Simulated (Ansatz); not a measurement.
# AlFH4O3: two geometries relaxed, part 2 of 2

Aim: relax the geometries before and after the reaction (exchange4), and see whether they are two minima and how far apart in energy. Meant to form: Al1–O6, H5–F2; to break: Al1–F2, H5–O6. The start is a guess near the saddle point, from which both ends are pulled out.

Ansatz 0.2.0; RKS B3LYP/def2-SVP. The steps go on from the part before.

### Step 5. Pulling towards end B

Springs on the bonds that form and break draw the guess towards this end; the thresholds are loose.

File input.yaml:

```yaml
crystal:
  periodic: [false, false, false]
  atoms:
    - { symbol: Al, position_ang: [-0.4963, -0.0455, 0.1256] }
    - { symbol: F, position_ang: [0.5245, 1.6163, -0.6832] }
    - { symbol: O, position_ang: [-1.7721, -0.5205, -0.7847] }
    - { symbol: O, position_ang: [-0.3213, 0.0652, 1.7496] }
    - { symbol: H, position_ang: [1.1695, 0.6021, -0.7605] }
    - { symbol: O, position_ang: [1.4573, -0.6312, -0.6405] }
    - { symbol: H, position_ang: [-2.0649, -0.6426, -1.6752] }
    - { symbol: H, position_ang: [-0.6203, 0.2377, 2.6282] }
    - { symbol: H, position_ang: [2.1235, -0.6816, 0.0406] }
basis:
  gaussian: { orbitals: def2-SVP }
hamiltonian:
  xc: b3lyp
relax:
  f_tol: 0.15
  max_steps: 25
  restrain:
    - { distance: [0, 5], at: 1.87, k: 30.0 }
    - { distance: [4, 1], at: 0.88, k: 30.0 }
    - { distance: [0, 1], at: 3.08, k: 30.0 }
    - { distance: [4, 5], at: 2.27, k: 30.0 }
output:
  orbitals: {}
```

Command:

```console
$ ansatz run input.yaml --threads 2 --pin off --max-ram 3072MiB --backend cpu --events-out ev --progress --plain --runs-dir out
```

Output:

```text
Warning: RAYON_NUM_THREADS=2 ignored (pool sized by the plan → 2); use --threads N
The last accepted step is kept in <dir> (removed where the run ends without a failure and the disk answers)
Engine: ansatz 0.2.0, aarch64-unknown-linux-gnu
Functional definition: B3LYP
  parameter a0 = 0.2
  parameter ax = 0.72
  parameter ac = 0.81
  exchange = (1 - a0 - ax)*slater_x + ax*b88_x + a0*exact_x
  correlation = (1 - ac)*vwn_rpa_c + ac*lyp_c
946 factors; integrals over basis functions are off by at most 3.7e-4 eV
mean field evaluation 1: about -15501.8141 eV, gradient 9.1e1 eV
mean field evaluation 2: about -15477.9839 eV, gradient 1.4e2 eV
mean field evaluation 4: about -15515.7502 eV, gradient 7.4e0 eV
mean field evaluation 8: about -15515.8432 eV, gradient 1.2e-1 eV
mean field -15515.84319693 eV, -570.1967204711 hartree, gradient 2.4e-5 eV, S^2 0.000000; 0 other end points of the search recorded, 0 dependent functions left out
the calculation of the forces begins
reference -15515.84343007 eV, -570.1967290385 hartree; 25, 25 occupied and 69, 69 virtual orbitals, 946 factors
relax step   1: F+E_penalty+E_count = -15515.84319693 eV  Δ(F+E_penalty+E_count) = +0.000e0 eV  max|allowed force component| = 3.270e0 eV/Å  E_restraint = 32.01885864 eV  max|allowed force component, restraints' pulls added| = 3.648e1 eV/Å  Δτ_max = 0.0000 Å  (25 SCF iters, accepted)
  distance Al 0 - O 5 = 2.1786 Å
  distance H 4 - F 1 = 1.2044 Å
  distance Al 0 - F 1 = 2.1113 Å
  distance H 4 - O 5 = 1.2721 Å
these checks for a lower state are left out or cut short: starts, cluster_reference, orbital_swaps, neighbouring_geometries, increment
946 factors; integrals over basis functions are off by at most 3.6e-4 eV
mean field evaluation 16: about -15514.3981 eV, gradient 1.7e1 eV
mean field -15515.41940963 eV, -570.1811465750 hartree, gradient 7.6e-6 eV, S^2 0.000000; 0 other end points of the search recorded, 0 dependent functions left out
the calculation of the forces begins
reference -15515.41964220 eV, -570.1811551215 hartree; 25, 25 occupied and 69, 69 virtual orbitals, 946 factors
relax step   2: F+E_penalty+E_count = -15515.41940963 eV  Δ(F+E_penalty+E_count) = +4.238e-1 eV  max|allowed force component| = 3.671e0 eV/Å  E_restraint = 14.84306689 eV  max|allowed force component, restraints' pulls added| = 2.655e1 eV/Å  Δτ_max = 0.1948 Å  (34 SCF iters, accepted)
  distance Al 0 - O 5 = 2.0857 Å
  distance H 4 - F 1 = 1.0732 Å
  distance Al 0 - F 1 = 2.4267 Å
  distance H 4 - O 5 = 1.5779 Å
these checks for a lower state are left out or cut short: starts, cluster_reference, orbital_swaps, neighbouring_geometries, increment
946 factors; integrals over basis functions are off by at most 3.4e-4 eV
mean field -15515.48409908 eV, -570.1835238682 hartree, gradient 9.3e-6 eV, S^2 0.000000; 0 other end points of the search recorded, 0 dependent functions left out
the calculation of the forces begins
reference -15515.48433417 eV, -570.1835325078 hartree; 25, 25 occupied and 69, 69 virtual orbitals, 946 factors
relax step   3: F+E_penalty+E_count = -15515.48409908 eV  Δ(F+E_penalty+E_count) = -6.469e-2 eV  max|allowed force component| = 3.561e0 eV/Å  E_restraint = 4.81786109 eV  max|allowed force component, restraints' pulls added| = 1.200e1 eV/Å  Δτ_max = 0.1947 Å  (35 SCF iters, accepted)
  distance Al 0 - O 5 = 1.9920 Å
  distance H 4 - F 1 = 0.9390 Å
  distance Al 0 - F 1 = 2.6827 Å
  distance H 4 - O 5 = 1.8892 Å
these checks for a lower state are left out or cut short: starts, cluster_reference, orbital_swaps, neighbouring_geometries, increment
946 factors; integrals over basis functions are off by at most 3.3e-4 eV
mean field evaluation 32: about -15515.1442 eV, gradient 1.2e1 eV
mean field -15515.54566227 eV, -570.1857862740 hartree, gradient 1.9e-5 eV, S^2 0.000000; 0 other end points of the search recorded, 0 dependent functions left out
the calculation of the forces begins
reference -15515.54589687 eV, -570.1857948953 hartree; 25, 25 occupied and 69, 69 virtual orbitals, 946 factors
relax step   4: F+E_penalty+E_count = -15515.54566227 eV  Δ(F+E_penalty+E_count) = -6.156e-2 eV  max|allowed force component| = 3.196e0 eV/Å  E_restraint = 0.27962312 eV  max|allowed force component, restraints' pulls added| = 5.372e0 eV/Å  Δτ_max = 0.1942 Å  (28 SCF iters, accepted)
  distance Al 0 - O 5 = 1.8573 Å
  distance H 4 - F 1 = 0.8841 Å
  distance Al 0 - F 1 = 2.9703 Å
  distance H 4 - O 5 = 2.1898 Å
these checks for a lower state are left out or cut short: starts, cluster_reference, orbital_swaps, neighbouring_geometries, increment
946 factors; integrals over basis functions are off by at most 3.3e-4 eV
mean field -15515.79291876 eV, -570.1948727822 hartree, gradient 1.7e-5 eV, S^2 0.000000; 0 other end points of the search recorded, 0 dependent functions left out
the calculation of the forces begins
reference -15515.79315364 eV, -570.1948814138 hartree; 25, 25 occupied and 69, 69 virtual orbitals, 946 factors
relax step   5: F+E_penalty+E_count = -15515.79291876 eV  Δ(F+E_penalty+E_count) = -2.473e-1 eV  max|allowed force component| = 1.883e0 eV/Å  E_restraint = 0.07797381 eV  max|allowed force component, restraints' pulls added| = 1.166e0 eV/Å  Δτ_max = 0.1942 Å  (29 SCF iters, accepted)
  distance Al 0 - O 5 = 1.8078 Å
  distance H 4 - F 1 = 0.9149 Å
  distance Al 0 - F 1 = 3.0698 Å
  distance H 4 - O 5 = 2.2720 Å
these checks for a lower state are left out or cut short: starts, cluster_reference, orbital_swaps, neighbouring_geometries, increment
946 factors; integrals over basis functions are off by at most 3.4e-4 eV
mean field -15515.85151594 eV, -570.1970261887 hartree, gradient 1.0e-5 eV, S^2 0.000000; 0 other end points of the search recorded, 0 dependent functions left out
the calculation of the forces begins
reference -15515.85175321 eV, -570.1970349085 hartree; 25, 25 occupied and 69, 69 virtual orbitals, 946 factors
relax step   6: F+E_penalty+E_count = -15515.85151594 eV  Δ(F+E_penalty+E_count) = -5.860e-2 eV  max|allowed force component| = 1.749e0 eV/Å  E_restraint = 0.07530972 eV  max|allowed force component, restraints' pulls added| = 9.470e-1 eV/Å  Δτ_max = 0.2000 Å  (28 SCF iters, accepted)
  distance Al 0 - O 5 = 1.8086 Å
  distance H 4 - F 1 = 0.9151 Å
  distance Al 0 - F 1 = 3.0754 Å
  distance H 4 - O 5 = 2.2704 Å
these checks for a lower state are left out or cut short: starts, cluster_reference, orbital_swaps, neighbouring_geometries, increment
946 factors; integrals over basis functions are off by at most 3.4e-4 eV
mean field -15515.88191308 eV, -570.1981432631 hartree, gradient 1.1e-5 eV, S^2 0.000000; 0 other end points of the search recorded, 0 dependent functions left out
the calculation of the forces begins
reference -15515.88215110 eV, -570.1981520102 hartree; 25, 25 occupied and 69, 69 virtual orbitals, 946 factors
relax step   7: F+E_penalty+E_count = -15515.88191308 eV  Δ(F+E_penalty+E_count) = -3.040e-2 eV  max|allowed force component| = 1.794e0 eV/Å  E_restraint = 0.12668870 eV  max|allowed force component, restraints' pulls added| = 2.699e0 eV/Å  Δτ_max = 0.1935 Å  (28 SCF iters, rejected (line search))
  distance Al 0 - O 5 = 1.8140 Å
  distance H 4 - F 1 = 0.9525 Å
  distance Al 0 - F 1 = 3.0730 Å
  distance H 4 - O 5 = 2.2672 Å
these checks for a lower state are left out or cut short: starts, cluster_reference, orbital_swaps, neighbouring_geometries, increment
946 factors; integrals over basis functions are off by at most 3.4e-4 eV
mean field evaluation 64: about -15515.9152 eV, gradient 1.2e-4 eV
mean field -15515.91517678 eV, -570.1993656816 hartree, gradient 1.4e-5 eV, S^2 0.000000; 0 other end points of the search recorded, 0 dependent functions left out
the calculation of the forces begins
reference -15515.91541456 eV, -570.1993744200 hartree; 25, 25 occupied and 69, 69 virtual orbitals, 946 factors
relax step   8: F+E_penalty+E_count = -15515.91517678 eV  Δ(F+E_penalty+E_count) = -6.366e-2 eV  max|allowed force component| = 1.634e0 eV/Å  E_restraint = 0.07414786 eV  max|allowed force component, restraints' pulls added| = 4.354e-1 eV/Å  Δτ_max = 0.0967 Å  (27 SCF iters, accepted)
  distance Al 0 - O 5 = 1.8112 Å
  distance H 4 - F 1 = 0.9162 Å
  distance Al 0 - F 1 = 3.0726 Å
  distance H 4 - O 5 = 2.2592 Å
these checks for a lower state are left out or cut short: starts, cluster_reference, orbital_swaps, neighbouring_geometries, increment
946 factors; integrals over basis functions are off by at most 3.3e-4 eV
mean field -15515.97226915 eV, -570.2014637874 hartree, gradient 1.3e-5 eV, S^2 0.000000; 0 other end points of the search recorded, 0 dependent functions left out
the calculation of the forces begins
reference -15515.97250666 eV, -570.2014725157 hartree; 25, 25 occupied and 69, 69 virtual orbitals, 946 factors
relax step   9: F+E_penalty+E_count = -15515.97226915 eV  Δ(F+E_penalty+E_count) = -5.709e-2 eV  max|allowed force component| = 1.530e0 eV/Å  E_restraint = 0.07301585 eV  max|allowed force component, restraints' pulls added| = 4.993e-1 eV/Å  Δτ_max = 0.1000 Å  (27 SCF iters, accepted)
  distance Al 0 - O 5 = 1.8117 Å
  distance H 4 - F 1 = 0.9155 Å
  distance Al 0 - F 1 = 3.0729 Å
  distance H 4 - O 5 = 2.2574 Å
these checks for a lower state are left out or cut short: starts, cluster_reference, orbital_swaps, neighbouring_geometries, increment
946 factors; integrals over basis functions are off by at most 3.4e-4 eV
mean field -15516.00983722 eV, -570.2028443887 hartree, gradient 2.5e-5 eV, S^2 0.000000; 0 other end points of the search recorded, 0 dependent functions left out
the calculation of the forces begins
reference -15516.01007390 eV, -570.2028530866 hartree; 25, 25 occupied and 69, 69 virtual orbitals, 946 factors
relax step  10: F+E_penalty+E_count = -15516.00983722 eV  Δ(F+E_penalty+E_count) = -3.757e-2 eV  max|allowed force component| = 1.565e0 eV/Å  E_restraint = 0.07766983 eV  max|allowed force component, restraints' pulls added| = 1.169e-1 eV/Å  Δτ_max = 0.1500 Å  (27 SCF iters, accepted)
  distance Al 0 - O 5 = 1.8085 Å
  distance H 4 - F 1 = 0.9151 Å
  distance Al 0 - F 1 = 3.0730 Å
  distance H 4 - O 5 = 2.2591 Å
946 factors; integrals over basis functions are off by at most 3.4e-4 eV
mean field evaluation 96: about -15516.0098 eV, gradient 1.0e-5 eV
mean field -15516.00983722 eV, -570.2028443887 hartree, gradient 2.5e-5 eV, S^2 0.000000; 1 other end points of the search recorded, 0 dependent functions left out
the calculation of the forces begins
reference -15516.01007390 eV, -570.2028530866 hartree; 25, 25 occupied and 69, 69 virtual orbitals, 946 factors
Total energy: -15516.01007390 eV, -570.2028530866 hartree
Atom 0 at    -0.348394    -0.421057     0.304455 Å, force     1.564817    -0.155491    -0.900162 eV/Å
Atom 1 at     0.802432     2.058579    -1.099168 Å, force    -0.713198     0.641745     0.287553 eV/Å
Atom 2 at    -1.808286    -0.510711    -0.549853 Å, force     0.043714     0.005867     0.051648 eV/Å
Atom 3 at    -0.272123    -0.141026     1.972569 Å, force    -0.012279    -0.009183     0.026771 eV/Å
Atom 4 at     1.354122     1.349082    -1.271434 Å, force     0.609330    -1.124224    -0.065699 eV/Å
Atom 5 at     1.223826    -0.775921    -0.515933 Å, force    -1.532531     0.634165     0.709115 eV/Å
Atom 6 at    -1.887798    -0.667036    -1.494001 Å, force    -0.005422    -0.005467    -0.030620 eV/Å
Atom 7 at    -1.014870     0.044330     2.554055 Å, force     0.012760     0.004281    -0.048890 eV/Å
Atom 8 at     1.950991    -0.936340     0.099210 Å, force     0.032808     0.008306    -0.029717 eV/Å
Dipole moment:     0.054440    -0.258033     0.041919 e Å
```

Run time: 22 s. Hardware: 2 threads of Arm Neoverse V1, shared host; peak memory 0.19 GiB.

Relaxation path:

```tsv
step	energy from step 1 (eV)	largest force component (eV/Å)
1	0.0000	3.2701
2	0.4238	3.6712
3	0.3591	3.5607
4	0.2975	3.1957
5	0.0503	1.8827
6	-0.0083	1.7489
7x	-0.0387	1.7937
8	-0.0720	1.6339
9	-0.1291	1.5300
10	-0.1666	1.5648
```

Step 1 is the start. 1 step was tried and not accepted (marked x). Energies and forces in the table leave out the springs, which the log lists apart; the run stops on the force with the springs' pull added.

After: Bond lengths: Al1–O3 1.694 Å, Al1–O4 1.693 Å, F2–H5 0.915 Å, Al1–O6 1.809 Å, O3–H7 0.960 Å, O4–H8 0.961 Å, O6–H9 0.966 Å. Angles: Al1–O3–H7 125.2°, O3–Al1–O4 123.0°, O3–Al1–O6 120.7°, O4–Al1–O6 116.1°, Al1–O4–H8 126.4°, Al1–O6–H9 113.5°.

Pairs that crossed the distance rule for bonds on the way: came closer F2–H5; moved apart Al1–F2.

### Step 6. Relaxing end B

It starts where the restrained run ended.

File input.yaml:

```yaml
crystal:
  periodic: [false, false, false]
  atoms:
    - { symbol: Al, position_ang: [-0.348394, -0.421057, 0.304455] }
    - { symbol: F, position_ang: [0.802432, 2.058579, -1.099168] }
    - { symbol: O, position_ang: [-1.808286, -0.510711, -0.549853] }
    - { symbol: O, position_ang: [-0.272123, -0.141026, 1.972569] }
    - { symbol: H, position_ang: [1.354122, 1.349082, -1.271434] }
    - { symbol: O, position_ang: [1.223826, -0.775921, -0.515933] }
    - { symbol: H, position_ang: [-1.887798, -0.667036, -1.494001] }
    - { symbol: H, position_ang: [-1.01487, 0.04433, 2.554055] }
    - { symbol: H, position_ang: [1.950991, -0.93634, 0.09921] }
basis:
  gaussian: { orbitals: def2-SVP }
hamiltonian:
  xc: b3lyp
relax:
  f_tol: 0.03
  max_steps: 50
```

Command:

```console
$ ansatz run input.yaml --threads 2 --pin off --max-ram 3072MiB --backend cpu --events-out ev --progress --plain --runs-dir out
```

Output (excerpt; [...] marks lines left out):

```text
Warning: RAYON_NUM_THREADS=2 ignored (pool sized by the plan → 2); use --threads N
[...]
[... 1 set-up line as earlier in the session ...]
[...]
938 factors; integrals over basis functions are off by at most 3.5e-4 eV
[...]
mean field -15516.00983501 eV, -570.2028443072 hartree, gradient 7.3e-5 eV, S^2 0.000000; 0 other end points of the search recorded, 0 dependent functions left out
[...]
reference -15516.01007264 eV, -570.2028530400 hartree; 25, 25 occupied and 69, 69 virtual orbitals, 938 factors
relax step   1: F+E_penalty+E_count = -15516.00983501 eV  Δ(F+E_penalty+E_count) = +0.000e0 eV  max|allowed force component| = 1.565e0 eV/Å  Δτ_max = 0.0000 Å  (24 SCF iters, accepted)
[...]
relax step   4: F+E_penalty+E_count = -15516.46097864 eV  Δ(F+E_penalty+E_count) = -1.000e-1 eV  max|allowed force component| = 1.652e0 eV/Å  Δτ_max = 0.1979 Å  (28 SCF iters, accepted)
[...]
relax step   7: F+E_penalty+E_count = -15516.69118738 eV  Δ(F+E_penalty+E_count) = -5.920e-2 eV  max|allowed force component| = 4.281e-1 eV/Å  Δτ_max = 0.0890 Å  (27 SCF iters, accepted)
[...]
relax step  10: F+E_penalty+E_count = -15517.22634627 eV  Δ(F+E_penalty+E_count) = -3.237e-1 eV  max|allowed force component| = 9.628e-1 eV/Å  Δτ_max = 0.1768 Å  (32 SCF iters, accepted)
[...]
relax step  12: F+E_penalty+E_count = -15517.34214618 eV  Δ(F+E_penalty+E_count) = -1.158e-1 eV  max|allowed force component| = 7.559e-1 eV/Å  Δτ_max = 0.0975 Å  (27 SCF iters, accepted)
[...]
relax step  13: F+E_penalty+E_count = -15517.41873614 eV  Δ(F+E_penalty+E_count) = -7.659e-2 eV  max|allowed force component| = 2.856e-1 eV/Å  Δτ_max = 0.0973 Å  (24 SCF iters, accepted)
[...]
```

### Step 7. The output, continued: end point B relaxed

Output, continued (excerpt; [...] marks lines left out):

```text
940 factors; integrals over basis functions are off by at most 1.1e-3 eV
mean field -15517.44826208 eV, -570.2557055274 hartree, gradient 1.5e-5 eV, S^2 0.000000; 0 other end points of the search recorded, 0 dependent functions left out
[...]
reference -15517.44850045 eV, -570.2557142872 hartree; 25, 25 occupied and 69, 69 virtual orbitals, 940 factors
relax step  14: F+E_penalty+E_count = -15517.44826208 eV  Δ(F+E_penalty+E_count) = -2.953e-2 eV  max|allowed force component| = 4.786e-1 eV/Å  Δτ_max = 0.1497 Å  (26 SCF iters, accepted)
[...]
relax step  20: F+E_penalty+E_count = -15517.54313988 eV  Δ(F+E_penalty+E_count) = -7.300e-3 eV  max|allowed force component| = 5.450e-2 eV/Å  Δτ_max = 0.0371 Å  (28 SCF iters, accepted)
[...]
Total energy: -15517.54509591 eV, -570.2592641050 hartree
Atom 0 at    -0.409453     0.275038    -0.036954 Å, force    -0.009790    -0.013924    -0.007529 eV/Å
Atom 1 at    -0.071906     1.772043    -0.733322 Å, force    -0.004375     0.014675    -0.003300 eV/Å
Atom 2 at    -1.709152    -0.637061    -0.668573 Å, force     0.029744     0.011580     0.004812 eV/Å
Atom 3 at     0.008553     0.044295     1.621911 Å, force    -0.022622    -0.017622     0.019607 eV/Å
Atom 4 at     1.902666     0.247269    -0.876962 Å, force     0.008126     0.011328     0.001204 eV/Å
Atom 5 at     1.361319    -0.471653    -0.511530 Å, force     0.004497    -0.022433    -0.014978 eV/Å
Atom 6 at    -2.138176    -0.426202    -1.501455 Å, force    -0.025906    -0.002729    -0.016060 eV/Å
Atom 7 at    -0.627791    -0.158900     2.312160 Å, force     0.026068     0.014563     0.001896 eV/Å
Atom 8 at     1.683840    -0.644930     0.394625 Å, force    -0.005741     0.004563     0.014349 eV/Å
Dipole moment:     0.492881    -0.204956    -0.040609 e Å
```

Wall time 46 s (2 threads of Arm Neoverse V1, shared host); peak memory 0.18 GiB.

Step by step:

```tsv
step	energy from step 1 (eV)	largest force component (eV/Å)
1	0.0000	1.5649
2	-0.2208	0.7473
3	-0.3511	0.6672
4	-0.4511	1.6523
5	-0.6221	0.4848
6x	-0.6116	1.2411
7	-0.6814	0.4281
8	-0.7432	0.6255
9	-0.8928	1.3884
10	-1.2165	0.9628
11x	-0.6730	9.7333
12	-1.3323	0.7559
13	-1.4089	0.2856
14	-1.4384	0.4786
15	-1.4832	0.5651
16x	-1.4615	0.8113
17	-1.5156	0.4693
18	-1.5179	0.6521
19	-1.5260	0.3733
20	-1.5333	0.0545
21	-1.5350	0.0297
```

Step 1 is the start. 3 steps were tried and not accepted (marked x).

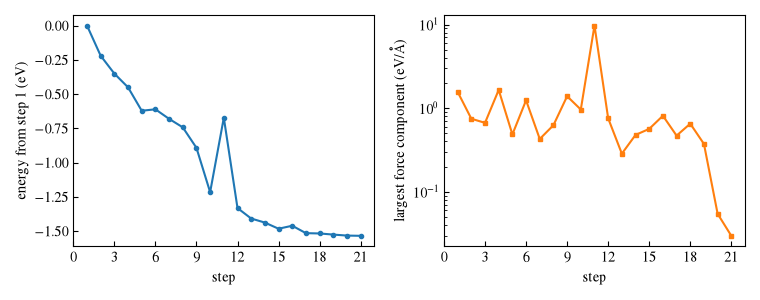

Energy and largest force along the relaxation.

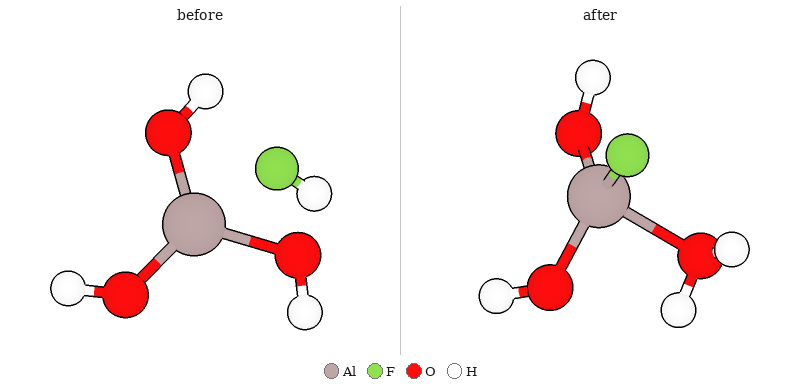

Before and after, at one scale.

After: Bond lengths: Al1–F2 1.685 Å, Al1–O3 1.709 Å, Al1–O4 1.726 Å, Al1–O6 1.979 Å, H5–O6 0.971 Å, O3–H7 0.960 Å, O4–H8 0.961 Å, O6–H9 0.977 Å. Angles: F2–Al1–O3 118.3°, F2–Al1–O4 117.9°, F2–Al1–O6 93.3°, O3–Al1–O4 117.9°, O3–Al1–O6 113.0°, O4–Al1–O6 87.9°, Al1–O3–H7 122.9°, Al1–O4–H8 123.9°, Al1–O6–H5 108.0°, Al1–O6–H9 98.0°, H5–O6–H9 107.2°.

Pairs that crossed the distance rule for bonds on the way: came closer Al1–F2, H5–O6; moved apart F2–H5.

### Step 8. Results

This closing draws on all 2 parts.

```
                           quantity                     value
                              end A  13 moves, 0.889 eV lower
                              end B  17 moves, 1.535 eV lower
largest difference between the ends                    0.05 Å
            end B relative to end A                 +0.001 eV
```

**Reading.** The two relaxations end at one structure, within 0.05 Å: no second minimum was found from this start, which doesn't rule one out.
